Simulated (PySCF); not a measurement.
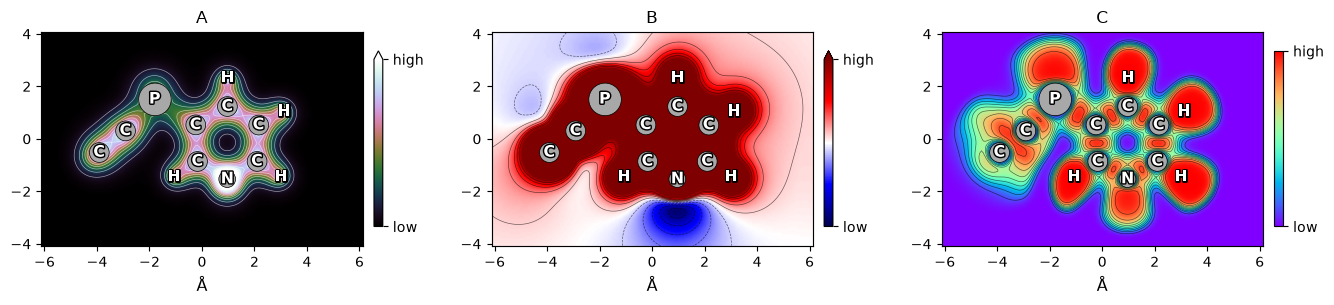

C7H6NP (SMILES C=C=Pc1cccnc1): 3 fields on the plane of atoms C6, C5 and H12, with unlabelled colour scales. Grey discs cover the atomic cores.

Geometry: GFN2-xTB.

The calculation used PBE0/pcSseg-1, SCF density, gas phase, non-relativistic (PySCF 2.14.0).

### The panels show electron density, electron localisation function and electrostatic potential in some order. Assign them.

Panel A: electron density. Panel B: electrostatic potential (strongly positive close to the atoms, with negative regions outside electron-rich atoms). Panel C: electron localisation function. From the grid: C–C (1.30 Å): the density is about 2.4 e/Å³ at the midpoint; the ELF peaks at about 0.90 between the atoms; a multiple bond. C–N (1.32 Å): the density is about 2.5 e/Å³ at the midpoint; the ELF peaks at about 0.90 between the atoms: localised, covalent bonding.
